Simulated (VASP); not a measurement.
Band structure of CsPbBr3 (cubic perovskite). Calculation: PW91 GGA, VASP's PBE PAW potentials (set 64) (plane waves; VASP).

Unless said otherwise, spin-orbit coupling is left out, though it shifts the bands of the heavy elements here.

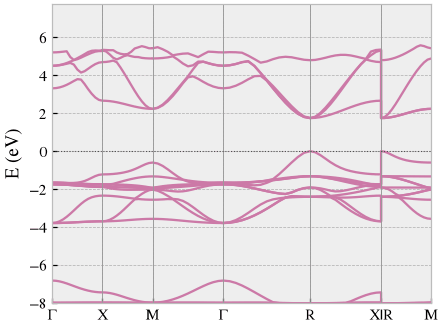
Figure: Bands along high-symmetry lines, zero at the valence-band maximum or, without a gap, the Fermi level

Problem. Read the plot: is there a gap, and where are the band edges?

Solution. The gap is direct, 1.74 eV, from the valence maximum at R to the conduction minimum at R. (Edges off the drawn lines would not show.)

The compound is CsPbBr3 in the cubic perovskite structure, the ideal cubic form; the compound distorts at low or room temperature. It was relaxed first, which changed the volume by +7 %.
